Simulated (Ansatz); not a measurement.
We consider Al2Cu (I4/mcm, No. 140), described by r²SCAN-D4 (plane waves, PAW; Ansatz, an electronic-structure program).

Settings: plane-wave cutoff 560 eV, 14×14×14 k mesh, Fermi–Dirac smearing 0.05 eV, no spin polarisation, scalar-relativistic PAW data made under PBE.

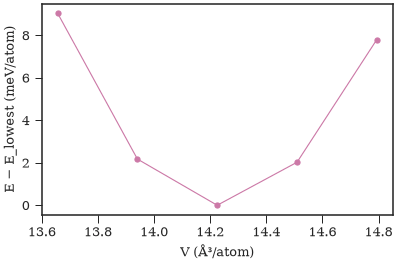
*Total energy against volume*

Problem. From the curve, estimate the equilibrium volume and the bulk modulus.

Solution. V0 ≈ 14.2 Å³/atom and B0 ≈ 120 GPa; the fit gives V0 = 14.225 Å³/atom, B0 = 118 GPa, B′ = 4.6.

Shape and atoms are relaxed at each volume.

Note: the bulk modulus comes from volumes at which shape and atoms were relaxed.

Static lattice: no zero-point or thermal effects.

Cost on a shared machine: around 23 core-minutes (rough).
